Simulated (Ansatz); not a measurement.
# CCSD(T)/def2-SVPD run of C2H5O− (ethanolate)

What is the energy change on altering one bond length of C2H5O− (ethanolate) at CCSD(T)/def2-SVPD? 

The results are computed with Ansatz 0.2.0.

### Step 1. The molecule

C2H5O−: 8 atoms, total charge -1, spin state singlet. As SMILES, `CC[O-]`. The shape is that of a PBE0-D4/def2-TZVPD optimisation.

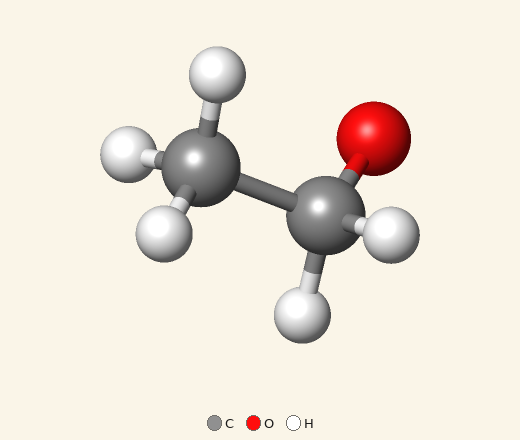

Viewed from a chosen angle; carbon grey, oxygen red, hydrogen white.

### Step 2. A single-point energy at CCSD(T)/def2-SVPD

Contents of molecule.yaml:

```yaml
crystal:
  periodic: [false, false, false]
  atoms:
    - {symbol: C, position_ang: [-0.440680, 0.576090, -0.258010]}
    - {symbol: C, position_ang: [0.455590, -0.573780, 0.261950]}
    - {symbol: O, position_ang: [1.696460, -0.210870, 0.553250]}
    - {symbol: H, position_ang: [-1.463760, 0.234370, -0.488810]}
    - {symbol: H, position_ang: [0.003400, 1.006710, -1.163790]}
    - {symbol: H, position_ang: [-0.492690, 1.370710, 0.496300]}
    - {symbol: H, position_ang: [0.369470, -1.383990, -0.532330]}
    - {symbol: H, position_ang: [-0.127780, -1.019260, 1.131420]}
basis:
  gaussian: {orbitals: def2-SVPD}
accuracy: high
scf: {omitted_lower_state_checks: [cluster_reference, increment]}
correlation: {method: ccsd_t, frozen_orbitals: {C: 1, H: 0, O: 1}}
total_charge: -1
```

Started as:

```console
$ ansatz run molecule.yaml --threads 1 --pin off --max-ram 3480MiB --events-out events.jsonl --progress --plain --runs-dir runs
```

Output (excerpt; [...] marks lines left out):

```text
Warning: RAYON_NUM_THREADS=1 ignored (pool sized by the plan → 1); use --threads N
Functional definition: HF
  name "HF"
[...]
2103 factors; integrals over basis functions are off by at most 3.2e-9 eV
[...]
mean field -4172.78645172 eV, -153.3470736845 hartree, gradient 2.7e-8 eV, S^2 0.000000; 0 other end points of the search recorded, 0 dependent functions left out
3 core orbitals not correlated: weight in the atoms' cores, before any rotation towards them, 1.000 or more for the frozen orbitals, at most 0.000 for the correlated occupied ones
reference -4172.78645172 eV, -153.3470736845 hartree; 10, 10 occupied and 90, 90 virtual orbitals, 2103 factors
second order -14.19296945 eV of doubles, -0.00000000 eV of singles
cycle   1  -14.44986653 eV  change   -2.6e-1 eV  update   1.2e-1
[...]
cycle  26  -14.96997525 eV  change  -3.2e-10 eV  update  7.2e-10
perturbative correction -0.51500850 eV, -0.0189262134 hartree
Total energy: -4188.27143547 eV, -153.9161363413 hartree
Checks for a lower state left out: cluster_reference, increment
```

Wall time 25 s (1 thread of Arm Neoverse V2, shared host); peak memory 0.82 GiB.

### Step 3. The distorted shape, same level

Contents of run.yaml:

```yaml
crystal:
  periodic: [false, false, false]
  atoms:
    - {symbol: C, position_ang: [-1.157672, 1.495955, -0.673964]}
    - {symbol: C, position_ang: [0.455590, -0.573780, 0.261950]}
    - {symbol: O, position_ang: [1.696460, -0.210870, 0.553250]}
    - {symbol: H, position_ang: [-2.180752, 1.154235, -0.904764]}
    - {symbol: H, position_ang: [-0.713592, 1.926575, -1.579744]}
    - {symbol: H, position_ang: [-1.209682, 2.290575, 0.080346]}
    - {symbol: H, position_ang: [0.369470, -1.383990, -0.532330]}
    - {symbol: H, position_ang: [-0.127780, -1.019260, 1.131420]}
basis:
  gaussian:
    orbitals: def2-SVPD
total_charge: -1
correlation:
  method: ccsd_t
  frozen_orbitals: {C: 1, H: 0, O: 1}
accuracy: high
scf:
  omitted_lower_state_checks: [cluster_reference, increment]
```

Started as:

```console
$ ansatz run run.yaml --threads 1 --pin off --max-ram 3480MiB --events-out events.jsonl --progress --plain --runs-dir runs
```

Output (excerpt; [...] marks lines left out):

```text
Warning: RAYON_NUM_THREADS=1 ignored (pool sized by the plan → 1); use --threads N
[... 2 set-up lines as earlier in the session ...]
[...]
2118 factors; integrals over basis functions are off by at most 3.3e-9 eV
[...]
mean field -4169.73845817 eV, -153.2350619875 hartree, gradient 3.0e-8 eV, S^2 0.000000; 0 other end points of the search recorded, 0 dependent functions left out; unrestricted orbitals would lower it
3 core orbitals not correlated: weight in the atoms' cores, before any rotation towards them, 1.000 or more for the frozen orbitals, at most 0.000 for the correlated occupied ones
reference -4169.73845817 eV, -153.2350619875 hartree; 10, 10 occupied and 90, 90 virtual orbitals, 2118 factors
second order -14.71130679 eV of doubles, -0.00000000 eV of singles
cycle   1  -14.71099232 eV  change    3.1e-4 eV  update   1.4e-1
[...]
cycle  26  -15.43346776 eV  change    1.9e-9 eV  update   1.7e-9
perturbative correction -0.72198473 eV, -0.0265324495 hartree
Total energy: -4185.89391066 eV, -153.8287639159 hartree
Checks for a lower state left out: cluster_reference, increment
```

Wall time 25 s (1 thread of Arm Neoverse V2, shared host); peak memory 0.82 GiB.

### Step 4. Outcome

Level: CCSD(T)/def2-SVPD, 3 core orbitals frozen.

```
                                                         quantity          value
                                        first shape: total energy  -153.91614 Eh
         first shape: correlation energy (3 core orbitals frozen)     -569.1 mEh
                                      first shape: (T) correction     -18.93 mEh
                                       first shape: T1 diagnostic          0.019
                                    distorted shape: total energy  -153.82876 Eh
     distorted shape: correlation energy (3 core orbitals frozen)     -593.7 mEh
                                  distorted shape: (T) correction     -26.53 mEh
                                   distorted shape: T1 diagnostic          0.026
energy change with the C1–C2 bond stretched from 1.548 to 2.786 Å       2.378 eV
```

With the C1–C2 bond stretched from 1.548 to 2.786 Å the energy rises by 2.38 eV (55 kcal/mol). The first shape isn't relaxed at this level, so the change isn't measured from a minimum. The triples (first shape) make up 3.3 % of the correlation energy. The T1 diagnostic (distorted shape) of 0.026 is above the customary mark for such species, so a single reference may not serve. The restricted solution (distorted shape) is unstable to spin breaking: an unrestricted one lies lower. The triples (distorted shape) make up 4.5 % of the correlation energy.
